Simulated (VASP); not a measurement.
Band structure of Cu (space group I4/mmm). Level of theory: r2SCAN meta-GGA, VASP's PBE PAW potentials (set 64) (plane waves; VASP 6.6.1).

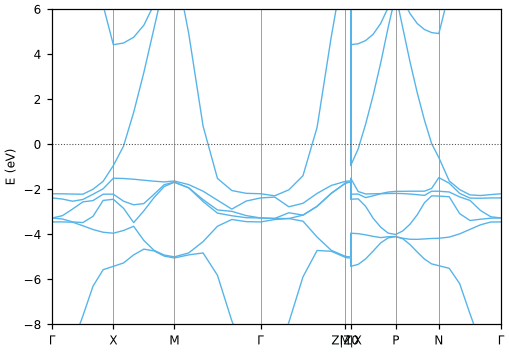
*Bands along high-symmetry lines, zero at the valence-band maximum or, without a gap, the Fermi level*

Read the plot: is there a gap, and where are the band edges?

It has no gap at this level: it comes out as a metal or semimetal.

The structure comes from a computed database's Cu entry (I4/mmm); how it stands against other phases isn't given here. It was relaxed first.
